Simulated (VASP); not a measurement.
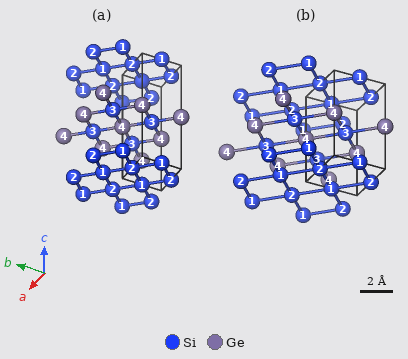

The structure of crystalline Si3Ge (a generated structure, set up in Cmmm) before (left) and after (right) a relaxation, at one scale.

Style: ball-and-stick. Shown: the cell of the calculation, repeated 2 × 2 × 1 with one cell outlined, from a free direction.

The run lets cell and atoms move.

All numbers below come from Kohn-Sham DFT of a periodic cell, PBE, VASP PAW PBE potentials, recommended (VASP 6.6.1).

Input file:
```
SYSTEM = Si3Ge
PREC     = Normal         ! precision mode
ENCUT    = 520            ! plane-wave cutoff, eV
EDIFF    = 1E-4           ! SCF threshold, eV
ISMEAR   = 0              ! smearing method
SIGMA    = 0.15           ! smearing width, eV
LREAL    = .False.        ! projectors in reciprocal space
LASPH    = .True.         ! aspherical terms in the spheres
NELM     = 60             ! most SCF steps
ALGO     = Fast           ! electronic algorithm
ISIF     = 3              ! what is computed and relaxed
LWAVE    = .False.        ! write WAVECAR
LCHARG   = .False.        ! write CHGCAR
GGA      = PE             ! functional
IBRION   = 2              ! ionic algorithm
NSW      = 24             ! ionic steps
EDIFFG   = -0.08          ! ionic threshold
```

Launched with:
```bash
cat potpaw_PBE.64/Si/POTCAR potpaw_PBE.64/Ge_d/POTCAR > POTCAR
mpirun -np 1 vasp_std > vasp.out
```

Summarise the run.

The relaxation stopped without meeting its thresholds, so the last structure isn't shown to be converged. After 23 geometry steps the energy has fallen by 8.060 eV per cell of the calculation. All forces vanish by symmetry, so only the cell relaxes. Pressure: 79.08 GPa at the start and −7.69 GPa at the end. The atoms keep their places relative to the cell (all moves are under 0.005 Å). The volume changes by +31.7 %, with a = b 2.904 → 3.676 Å (+26.6 %), c 7.887 → 6.471 Å (−18.0 %), γ 94.5° → 87.3°. Among the contacts that change: Si1–Si1 2.904 → 3.676 Å, Si3–Ge4 1.972 → 2.660 Å, Si1–Si2 1.972 → 2.660 Å, Si1–Si2 (another image) 2.132 → 2.538 Å. The space group stays Cmmm (No. 65). The volume changes by over a tenth within one run on a fixed set of plane waves, so the end point should be relaxed again from the new cell.
